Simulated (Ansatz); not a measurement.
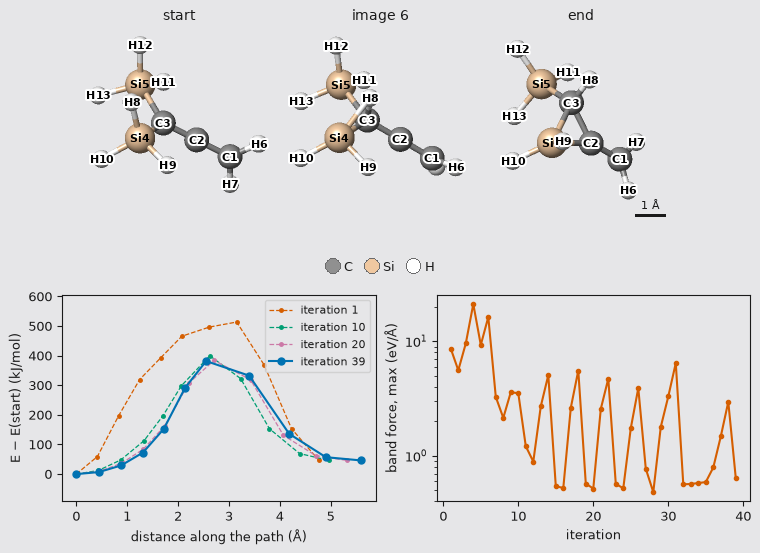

A nudged-elastic-band calculation for C₃H₈Si₂. Images are numbered from 0 (start) to 10 (end). The plot follows the band through its iterations. Style: ball-and-stick. Shown from a free direction.

Level of theory: Ansatz, RKS BHLYP-D4/def2-SVP. Run with 9 movable images; climbing image from the first iteration; force threshold 0.03 eV/Å; iteration limit 39; optimiser L-BFGS; starting path through a guess of the saddle point.

**Judge this run.**

The result isn't final. The band hadn't converged when the run stopped after 39 iterations. The largest component of the band force went from 8.6 to 0.64 eV/Å. The barrier read from it is provisional, though the highest image hardly moved in the last two iterations. The first iteration put the highest image at 513.7 kJ/mol. Forward barrier 381.8 kJ/mol, backward barrier 335.7 kJ/mol, with image 6 at the top; the reaction energy is +46.1 kJ/mol.
